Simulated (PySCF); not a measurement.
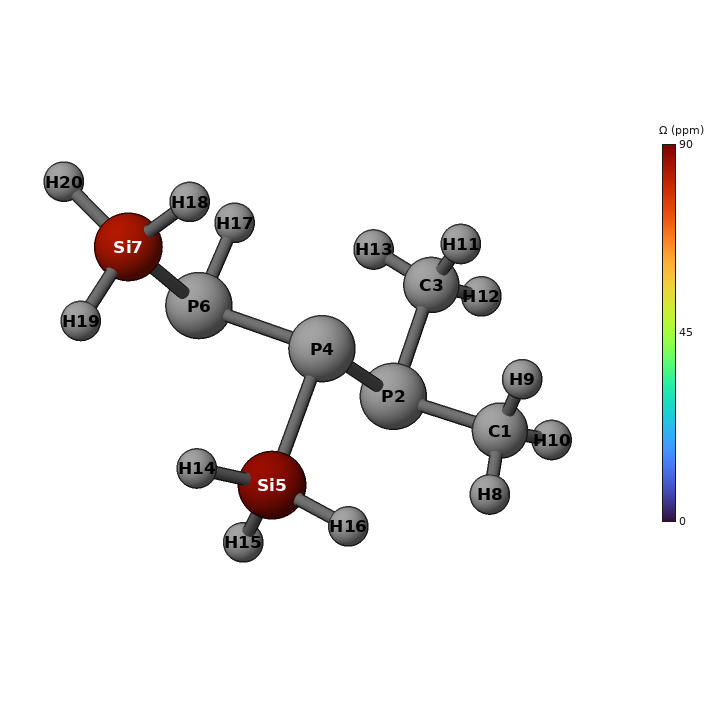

The Si atoms are coloured by the span of their shielding tensor. The computed structure is the end point of a GFN2-xTB optimisation. No frequency run is at hand to confirm it as a minimum. Method: GIAO PBE0/pcSseg-1 NMR shielding, non-relativistic, gas phase (PySCF 2.14.0). Principal shieldings σ11 ≤ σ22 ≤ σ33, span Ω = σ33 − σ11, skew κ = 3(σiso − σ22)/Ω.

Give the shielding tensors of the Si atoms.

```
atom    σ11    σ22    σ33   σiso     Ω      κ
 Si5  379.5  436.5  466.3  427.4  86.8  −0.31
 Si7  380.2  437.8  464.3  427.4  84.1  −0.37
```

Shieldings and span in ppm.

The geometry is semi-empirical. Around P, Si such bond lengths and angles can be off by a tenth of an ångström or more and by several degrees, and values that hang on the shape move with them.
